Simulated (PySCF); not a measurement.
**Run report: MoCl3 (charge +1), frequency calculation**

System: MoCl3, charge +1.
Method: RKS-based PBE0, Mo def2-TZVP with ECP28, Cl def2-TZVP; non-relativistic Hamiltonian with a scalar-relativistic core potential; density fitting (PySCF 2.14.0).

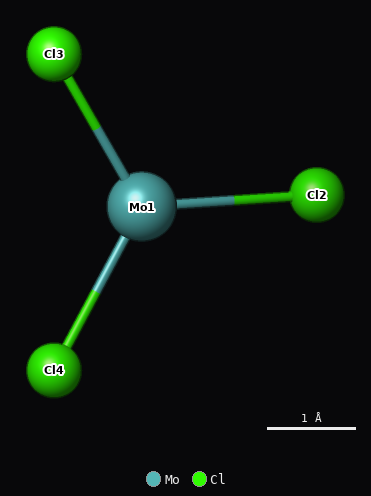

Fig. 1: The structure as given in the input (ball-and-stick view, seen at a tilt; atoms are numbered from 1 in the order of the input). Sticks mark near contacts. Bond lengths as drawn: Cl–Mo 2.13 Å.

### The input
```python
from pyscf import gto, scf, dft
mol = gto.M(atom='''
Mo     0.000000     0.000000     0.000000
Cl     2.134394     0.000000     0.000000
Cl    -1.067197     1.848439     0.000000
Cl    -1.067197    -1.848439     0.000000''',
    basis={'Mo': 'def2-TZVP', 'Cl': 'def2-TZVP'},
    ecp={'Mo': 'def2-TZVP'},
    charge=1, spin=0)
mf = dft.RKS(mol, xc='PBE0')
mf.grids.atom_grid = (75, 302)
aux = {'Mo': 'def2-universal-JKFIT', 'Cl': 'def2-universal-JKFIT'}
mf = mf.density_fit(auxbasis=aux)
mf.conv_tol = 1e-09
mf.diis_space = 10
mf.max_cycle = 60
mf.verbose = 4
mf.kernel()
```

The script is an equivalent of the set-up of the self-consistent field. The run itself was carried out by a driver, which started from the orbitals of the step before it where there was one and computed the further properties.

Hardware: 4 threads of Arm Neoverse V2, 24 GiB of memory available, shared host.

Launched with:
```bash
OMP_NUM_THREADS=4 python axn.py task.json out
```

### What the program printed
```
init E= -1448.17087215114
  HOMO = -0.468241647147977  LUMO = -0.366467287840482  gap/eV = 2.76942
cycle= 1 E= -1448.17087215113  delta_E= 1.59e-12  |g|= 2.63e-06  |ddm|= 4.52e-06
  HOMO = -0.46824115400311  LUMO = -0.366466967265356  gap/eV = 2.76942
Extra cycle  E= -1448.17087215113  delta_E= 7.73e-12  |g|= 5.88e-06  |ddm|= 5.84e-06
converged SCF energy = -1448.17087215113
```

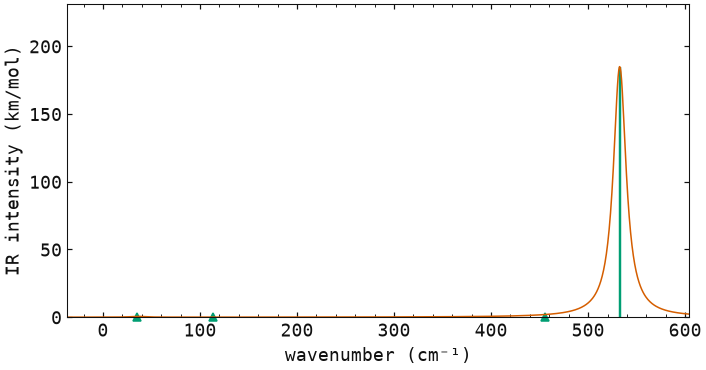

Fig. 2: Harmonic infrared spectrum, unscaled: sticks (degenerate modes added up, dark ones marked on the axis) with a Lorentzian envelope of 16 cm⁻¹ full width, scaled to the tallest stick. 6 modes from 35 to 533 cm⁻¹, none imaginary. The strongest line is at 533 cm⁻¹ (185 km/mol). All modes, in cm⁻¹ (km/mol): 35 (0.6), 113 (0.0), 113 (0.0), 455 (0.0), 533 (92), 533 (92).

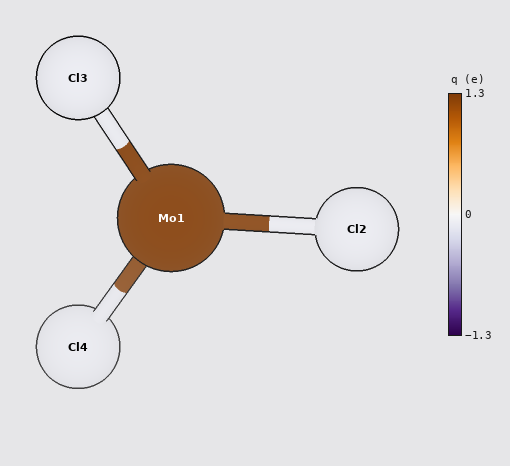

Fig. 3: Mulliken charges, as the colour of each atom (ball-and-stick view, seen at a tilt; atoms are numbered from 1 in the order of the input). By element: Mo +1.26 and Cl −0.09 e.

### Key numbers

| quantity | value |
| --- | --- |
| outcome | converged |
| total energy | −1448.170872 hartree |
| HOMO | −12.74 eV |
| LUMO | −9.97 eV |
| zero-point energy | 0.004059 hartree |
| wavenumbers, lowest and highest | 35 and 533 cm⁻¹ |
| wall time | 31 s (CPU time 99 s) |
| peak memory | 1.7 GiB |
